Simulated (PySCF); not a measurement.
Run report: C₅H₇N₂Si, EPR calculation

The run: EPR calculation of C₅H₇N₂Si, multiplicity 2, SMILES [SiH3][CH]c1cncnc1. Method and program: UKS B3LYP, pcH-1 on C H N Si, non-relativistic, mean-field spin-orbit, GIAO (PySCF 2.14.0).

It belongs to a series of runs on one base structure; here: H removed from sp3 C.

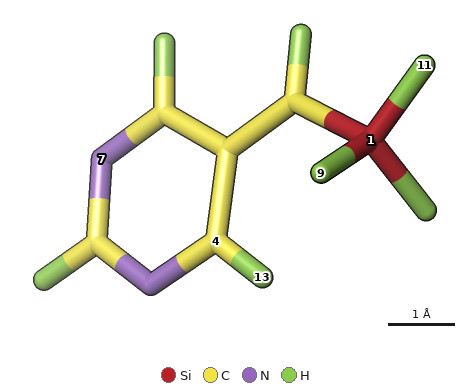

**Figure 1.** The input geometry (stick view, seen at a tilt; atoms are numbered from 1 in the order of the input).

Input:
```
{"job": {"kind": "epr", "basis": "pcH-1"}, "charge": 0, "multiplicity": 2}
Si    -2.619928    -0.146000    -0.339011
C     -1.065751    -0.658607     0.561825
C      0.219274    -0.214323     0.279842
C      0.559456     0.564078    -0.861678
N      1.768514     1.014759    -1.085041
C      2.722402     0.668560    -0.230358
N      2.553039    -0.083644     0.848965
C      1.337931    -0.491608     1.117817
H     -2.751299     1.314439    -0.332641
H     -2.571101    -0.616361    -1.728658
H     -3.746197    -0.760848     0.362077
H     -1.150216    -1.354496     1.386897
H     -0.188621     0.788568    -1.611111
H      3.722029     1.025922    -0.432388
H      1.206054    -1.042449     2.041551
```

The first line tells a small driver script what to run in PySCF; the rest is the geometry in Å.

Machine: 1 CPU thread, shared host.

Command:
```bash
OMP_NUM_THREADS=1 python <driver script> task.json out
```

Output:
```
UKS, coarse grid
  cycle   1  E = -593.66319459  |g| = 3.21e-01
  cycle   2  E = -593.62920419  |g| = 4.33e-01
  cycle   3  E = -593.70909158  |g| = 6.07e-02
  cycle   4  E = -593.71071695  |g| = 2.58e-02
  cycle   5  E = -593.71108383  |g| = 1.13e-02
  cycle   6  E = -593.71117296  |g| = 6.03e-03
  cycle   7  E = -593.71120503  |g| = 3.23e-03
  cycle   8  E = -593.71121559  |g| = 1.62e-03
  cycle   9  E = -593.71121724  |g| = 4.50e-04
UKS, final grid
  cycle   1  E = -593.71123888  |g| = 4.51e-04
  cycle   2  E = -593.71123891  |g| = 6.39e-04
  cycle   3  E = -593.71123913  |g| = 1.40e-04
  cycle   4  E = -593.71123916  |g| = 1.32e-04
  cycle   5  E = -593.71123919  |g| = 5.12e-05
  cycle   6  E = -593.71123919  |g| = 8.32e-06
E = -593.71123919 Eh   <S^2> = 0.7745 (exact 0.7500)
g shifts (ppm)      1          2          3
  rmc          -126       -126       -126
  gc             -1         32         25
  oz_so         -43        180        289
  total        -170         85        188
hyperfine (MHz)  atom isotope    a_iso     a_fc   dipolar eigenvalues
    0  29Si      33.94      33.99     -1.84     -0.44      2.28
    1   13C      58.48      58.56    -56.15    -54.88    111.04
    2   13C     -39.20     -39.22    -19.72      7.54     12.19
    3   13C      23.91      23.94    -18.24    -17.82     36.06
    4   14N      -4.81      -4.81     -6.94      3.37      3.57
    5   13C      26.29      26.33    -21.67    -19.33     41.00
    6   14N      -4.79      -4.79     -6.94      3.36      3.58
    7   13C      24.50      24.53    -17.76    -17.29     35.05
    8    1H      36.43      36.43     -2.18     -1.71      3.89
    9    1H      49.14      49.14     -2.33     -1.48      3.81
   10    1H      -0.61      -0.61     -2.57     -2.07      4.64
   11    1H     -43.23     -43.24    -25.88     -0.92     26.79
   12    1H     -15.28     -15.28     -6.04     -2.08      8.12
   13    1H     -18.52     -18.52    -10.10     -0.59     10.69
   14    1H     -14.67     -14.67     -5.77     -2.25      8.02
```

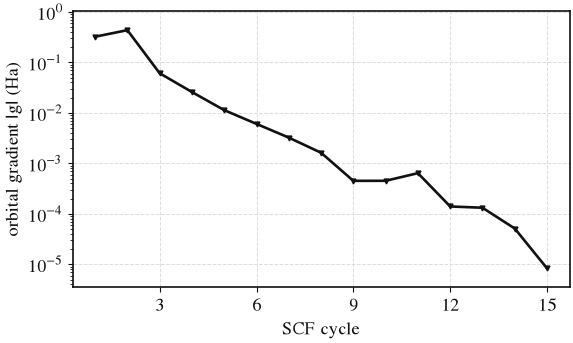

**Figure 2.** Convergence of the self-consistent field: orbital gradient |g| against the SCF cycle. All cycles printed in the log are drawn one after another.

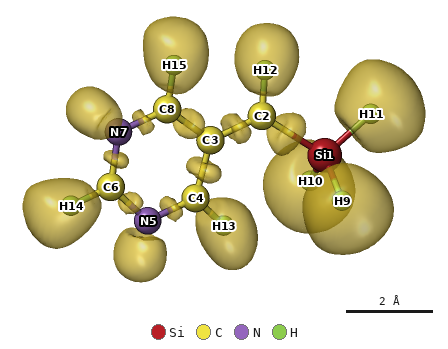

**Figure 3.** Isosurface of the ELF at 0.85 (yellow), seen at a tilt. Core shells and regions of very low density are left out. Along the contacts the grid gives the following. C–N (1.31 Å): the ELF peaks at about 0.90 between the atoms (a double or triple bond). C–C (1.39 Å): the ELF peaks at about 0.95 between the atoms, as expected for localised, shared-pair bonding.

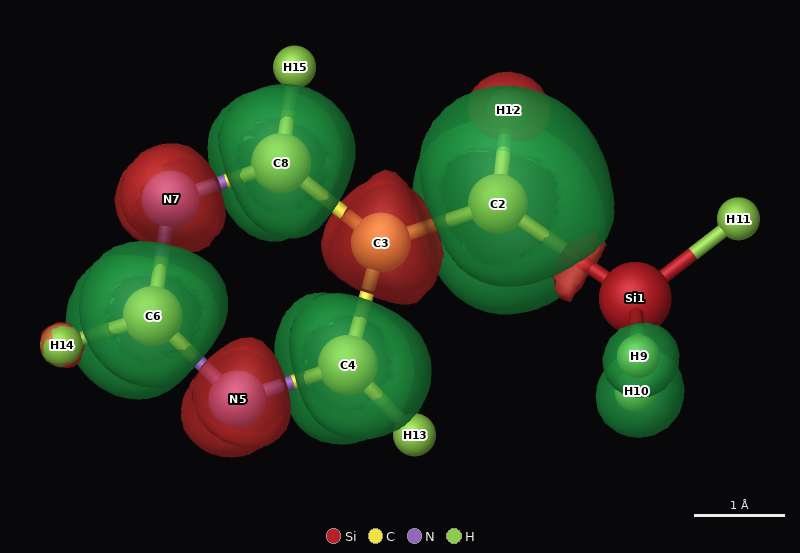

**Figure 4.** Isosurfaces of the spin density (α minus β) at +0.01 (green) and −0.01 e/Å³ (red), seen face on. The unpaired spin (1 electron) lies mostly on C2 (about 0.5), C6 (about 0.2), C4 (about 0.1) and C8 (about 0.1), in electrons by Hirshfeld's partition.

Key numbers:

```json
{"quantity": "outcome", "value": "converged"}
{"quantity": "total energy", "value": "−593.711239 hartree"}
{"quantity": "⟨S²⟩", "value": "0.775"}
{"quantity": "isotropic g", "value": "2.0024"}
{"quantity": "wall time", "value": "86 s"}
{"quantity": "peak memory", "value": "0.97 GiB"}
```
